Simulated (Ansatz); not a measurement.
# RbVS3 in I4/mcm, a phase reached by a soft mode: following an unstable mode, part 3 of 3

Aim: this structure of RbVS3 in I4/mcm, a phase reached by a soft mode is to be tested for unstable modes, and one is followed downhill.

Ansatz 0.2.0; DFT PBEsol, scalar-relativistic, plane waves, PAW; PAW set soft_1.

So far. Step 5 (Energy along the mode, all amplitudes (two of the runs …): The lowest of the steps tried is at 0.08 Å, 0.298 meV/atom below the parent; the bottom of the well need not coincide with a step. Step 7 (The new phase in its own primitive cell): The largest force component left is 0.84 meV/Å and the pressure is -0.002 GPa, within the tolerances set. The cell now holds 22.45 Å³/atom.

The structure was built from a prototype and need not be the compound's stable phase.

## 8. Modes of the new phase

A relaxed structure may still be a saddle point, so its zone-centre modes are computed. No field response is asked, since the mesh shows no gap.

File input.yaml:

```yaml
crystal:
  lattice:
    - [-3.1741991393, 3.1741991393, 5.5701598609]
    - [3.1741991393, -3.1741991393, 5.5701598609]
    - [3.1741991393, 3.1741991393, -5.5701598609]
  atoms:
    - { symbol: Rb, position: [0.7545058015, 0.7545058015, 0.0] }
    - { symbol: Rb, position: [0.2545058015, 0.2545058015, 0.0] }
    - { symbol: V, position: [0.0397422228, 0.5397422228, 0.5] }
    - { symbol: V, position: [0.5397422228, 0.0397422228, 0.5] }
    - { symbol: S, position: [0.7443811939, 0.2443811939, 0.0100414804] }
    - { symbol: S, position: [0.2343397136, 0.7343397136, 0.9899585196] }
    - { symbol: S, position: [0.7343397136, 0.7443811939, 0.5] }
    - { symbol: S, position: [0.2443811939, 0.2343397136, 0.5] }
    - { symbol: S, position: [0.2252922722, 0.7252922722, 0.5] }
    - { symbol: S, position: [0.7252922722, 0.2252922722, 0.5] }
kpoints:
  mp_grid: { grid: [8, 8, 8] }
hamiltonian:
  xc: pbesol
  pseudopotentials: { kind: paw, azcp: { folder: soft_1 }, xc_functional: pbe }
scf:
  occupations: { method: methfessel_paxton, width: 0.2 }
output:
  eigenvalues: true
phonons:
  method: dfpt
```

Command:

```bash
ansatz run input.yaml --threads 4 --pin off --max-ram 16384MiB --backend cpu --events-out ev --progress --plain --runs-dir out
```

Numbers of over 12 decimals in the logs are rounded to 6 here.

Log:

```text
[...]
Crystal: 10 atoms, lattice volume = 224.489 Å³
Basis set: ecut = 420 eV, 4395 PW (Γ), exchange–correlation on 96×96×96 points (8 copies of the dense FFT grid, shifted against one another)
Bands: 50, of which v1, the nominal top of the filled ones, is band 40 counted from 1 (39 counted from 0)
Symmetry: 8 space group operations
k-points: 260 of 512 (irreducible under 1 space group operation, time reversal used)
[...]
SCF iter   1: F=—  HF=-17524.380832 eV  |F-HF|=—  |Δ(HF+E_count)|=         —  Δρ=5.33e-2  dr2=1.22e1  ethr=3.10e-3  ⟨swp⟩=8.9  Hψ=59753  notcnv=0
[...]
SCF iter  14: F=-17522.240839 eV  HF=-17522.240839 eV  |F-HF|=3.64e-12  |Δ(HF+E_count)|=  3.64e-12  S|Δr|=    0.00e0  Δρ=4.10e-8  dr2=6.19e-12  ethr=1.00e-12  ⟨swp⟩=7.6  Hψ=64411  notcnv=0
SCF 1 converged in 14 iterations: F = -17522.240839 eV  dr2 = 6.19e-12
[...]
SCF converged after 14 iterations
[...]
Free energy (F): -17522.240839 eV
[...]
Internal energy: -17522.268313 eV  (E = F + TS)
E sigma→0 (E₀):  -17522.247708 eV
Entropy (-TS):   0.027473 eV (2.747 meV/atom)
Fermi energy:    6.813804 eV
[...]
--- Band table (eV; the first three rows and the last of 260) ---
  k-point 0: bands = [... 36 lower, 5.9820, 5.9820, 6.1637, 6.1637, 7.2288, 7.2288, 7.5740, 7.5779, ... 6 higher]
  k-point 1: bands = [... 36 lower, 5.8006, 5.9656, 6.0072, 6.6799, 7.1572, 7.1795, 7.2906, 7.2934, ... 6 higher]
  k-point 2: bands = [... 36 lower, 5.3147, 5.5062, 5.9202, 6.3886, 6.9007, 7.1230, 7.1986, 7.2680, ... 6 higher]
  k-point 259: bands = [... 36 lower, 5.0051, 5.9045, 6.2242, 6.2242, 6.6699, 7.5161, 7.5161, 7.5605, ... 6 higher]
[...]
ASR residual: 4.119e-5 → 0.000e0 eV/Å²; symmetrization residual: 1.157e-5 eV/Å²
[...]
```

It took 16 min on 4 threads of Arm Neoverse V1, shared host; peak memory 8.2 GiB; 64 min of CPU time.

Numbers from this step:

- sum-rule residual before enforcement: 4.12e-5 eV/Å²
- point group: 4mm
- highest optical mode at the zone centre (no LO-TO term): 521.2 cm⁻¹
- lowest optical zone-centre mode: -62.94 cm⁻¹

Patterns of degenerate modes are one choice out of their space. Modes at Γ, with each element's share of the kinetic energy (negative means imaginary):

| mode | frequency (cm⁻¹) | symmetry | Rb % | V % | S % |
| --- | --- | --- | --- | --- | --- |
| 1 | -62.9 | B1 | 0 | 0 | 100 |
| 2 | -46.0 | E | 4 | 27 | 68 |
| 3 | -46.0 | E | 4 | 27 | 68 |
| 4 | 0.0 | acoustic | 37 | 22 | 41 |
| 5 | 0.0 | acoustic | 37 | 22 | 41 |
| 6 | 0.0 | acoustic | 37 | 22 | 41 |
| 7 | 46.6 | E | 56 | 1 | 43 |
| 8 | 46.6 | E | 56 | 1 | 43 |
| 9 | 52.6 | A2 | 100 | 0 | 0 |
| 10 | 69.2 | A1 | 63 | 14 | 23 |
| 11 | 98.8 | E | 52 | 35 | 14 |
| 12 | 98.8 | E | 52 | 35 | 14 |
| 13 | 113.8 | B2 | 0 | 23 | 77 |
| 14 | 118.7 | E | 26 | 0 | 74 |
| 15 | 118.7 | E | 26 | 0 | 74 |
| 16 | 131.4 | B2 | 0 | 28 | 72 |
| 17 | 144.3 | A1 | 0 | 5 | 95 |
| 18 | 187.1 | E | 13 | 20 | 67 |
| 19 | 187.1 | E | 13 | 20 | 67 |
| 20 | 194.8 | E | 11 | 7 | 82 |
| 21 | 194.8 | E | 11 | 7 | 82 |
| 22 | 201.7 | A2 | 0 | 0 | 100 |
| 23 | 214.6 | A1 | 0 | 22 | 78 |
| 24 | 238.6 | E | 1 | 61 | 38 |
| 25 | 238.6 | E | 1 | 61 | 38 |
| 26 | 322.2 | E | 0 | 27 | 73 |
| 27 | 322.2 | E | 0 | 27 | 73 |
| 28 | 398.6 | B2 | 0 | 3 | 97 |
| 29 | 503.3 | A1 | 0 | 37 | 63 |
| 30 | 521.2 | B2 | 0 | 46 | 54 |

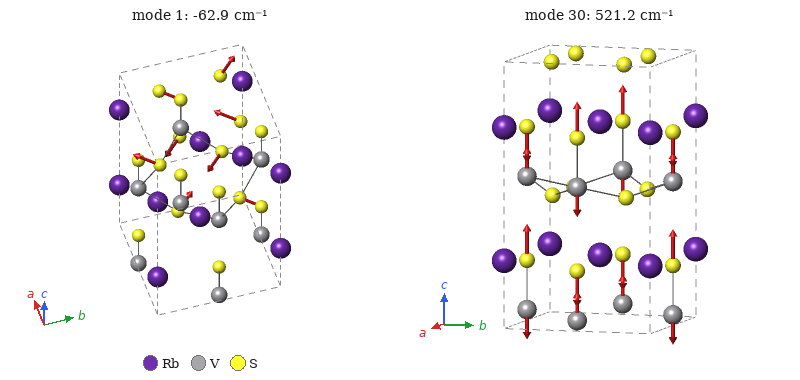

Displacement patterns of modes 1 and 30 at Γ; arrows are exaggerated. Some periodic images of atoms are drawn too.

Before it was imposed, the acoustic sum rule was missed by 4.1e-5 eV/Å². Small misses are needed for a sound result but don't prove that mesh and cutoff are converged. The lowest optical mode is imaginary, 62.9i cm⁻¹, so the energy falls along it.

## 9. The phases reached

The phases reached along the modes that were followed are set side by side.

Energies are those of the first relaxation, on the mesh of the frozen mode; space group, volume and gap are those of the last relaxation. Phases, by row:

| mode frozen in | space group | energy from parent (meV/atom) | volume (Å³/atom) | gap on mesh (eV) | lowest zone-centre optical mode (cm⁻¹) | largest shift (Å) |
| --- | --- | --- | --- | --- | --- | --- |
| parent | I4/mcm | 0 | 20.17 | 0 | – | – |
| q = (0, 0, 0), 71i cm⁻¹ | Amm2 | -115.5 | 25.07 | 0.749 | 67.2 | 0.86 |
| q = (0, 0, 0), 71i cm⁻¹ | I4cm | -52.95 | 22.45 | 0 | -62.9 | 0.446 |

## 10. What came out

```yaml
unstable_mode_of_the_parent: q = (0, 0, 0), 71i cm⁻¹
depth_at_the_lowest_point_sampled: 0.298 meV/atom
largest_atomic_shift_at_that_point: 0.08 Å
space_group_reached_within_0p01_a: I4cm
energy_gained_over_the_parent_first_relaxation_on_the_mesh_of_the_frozen_mode: 53.0 meV/atom
volume_per_atom_phase_reached: 22.4 Å³
lowest_optical_zone_centre_mode_phase_reached: -62.9 cm⁻¹
highest_optical_mode_at_the_zone_centre_no_lo_to_term_phase_reached: 521 cm⁻¹
```

What this shows: Along this mode the structure falls into I4cm, 53.0 meV/atom below the parent. At the parent's cell the well is 0.298 meV/atom deep on the steps tried, with its lowest point at a shift of 0.08 Å. Relaxing atoms and cell changes the gain by +52.66 meV/atom against the lowest step (energies at zero smearing). Most of the total comes from this relaxation. The new phase still has an imaginary mode at the zone centre of its cell, so it is a saddle point on the way to a lower structure. How so shallow a well moves with the k mesh was not tested. Of the 2 patterns followed to their end from this parent, this one ends 62.5 meV/atom above the lowest, Amm2. Each path keeps the symmetry of its pattern, so a lower phase may lie along a pattern not tried. With no gap, or one that is small against the smearing, the frequencies hang on the k mesh and the smearing, most of all near Kohn anomalies. The phonon runs are without spin polarisation, although V often carries a moment. The PAW files were made for PBE and serve the other functionals too. The starting cell was built on a prototype and not taken from a measurement, so the phase need not exist.

[Logs are printed without paths, hosts, clocks, repeated set-up lines and the standing remarks that a program may print on its own settings, such as how far it seeks lower states.]

[Hosts, paths, dates, database ids (printed as entryN), source tags and the programs' standing remarks are cut or masked in the printed files.]
